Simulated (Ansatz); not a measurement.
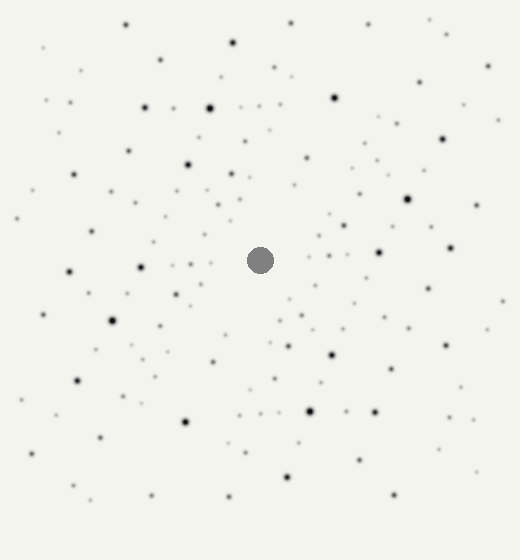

Simulated back-reflection Laue pattern (white X-rays, 0.45 to 2.2 Å, flat plate covering ±45° about the beam, kinematic intensities, seen from the source).

What symmetry does the pattern show?

Answer. 2mm: a twofold axis with two mirror lines.

The crystal is Lu, space group P6_3/mmc (No. 194), a = 3.46 Å, c = 11.15 Å (hexagonal axes). Structure: the end point of a relaxation at fixed volume with DFT PBE, spin-orbit coupling, plane waves, PAW (Ansatz 0.2.0); the starting structure was generated, so it need not be a known form of this composition.

The direction [100] points towards the source.
